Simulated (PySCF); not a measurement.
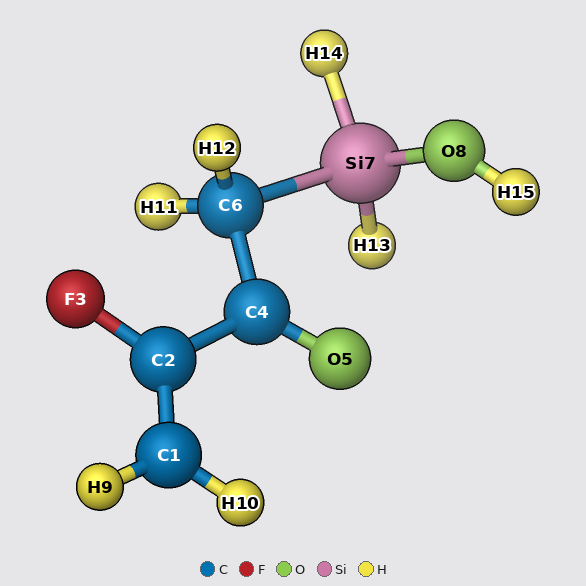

State: charge +1, doublet. The computed structure is the end point of a GFN2-xTB optimisation. No frequency run is at hand to confirm it as a minimum. Method: UKS B3LYP, pcH-1 on C F H O Si, non-relativistic (PySCF 2.14.0).

Give the isotropic hyperfine couplings (Fermi-contact term alone) of C1, C2, F3, C4, O5, C6, Si7, O8, H9, H10, H11, H12, H13, H14, H15.

| atom | isotope | a_iso (MHz) |
| --- | --- | --- |
| C1 | 13C | 3.3 |
| C2 | 13C | 97.3 |
| F3 | 19F | −3.2 |
| C4 | 13C | −45.2 |
| O5 | 17O | −17.5 |
| C6 | 13C | 4.2 |
| Si7 | 29Si | 51.3 |
| O8 | 17O | −12.0 |
| H9 | 1H | 22.8 |
| H10 | 1H | −0.2 |
| H11 | 1H | −21.1 |
| H12 | 1H | −21.8 |
| H13 | 1H | 16.9 |
| H14 | 1H | 158.0 |
| H15 | 1H | −11.8 |

The geometry is semi-empirical. Around Si such bond lengths and angles can be off by a tenth of an ångström or more and by several degrees, and values that hang on the shape move with them.
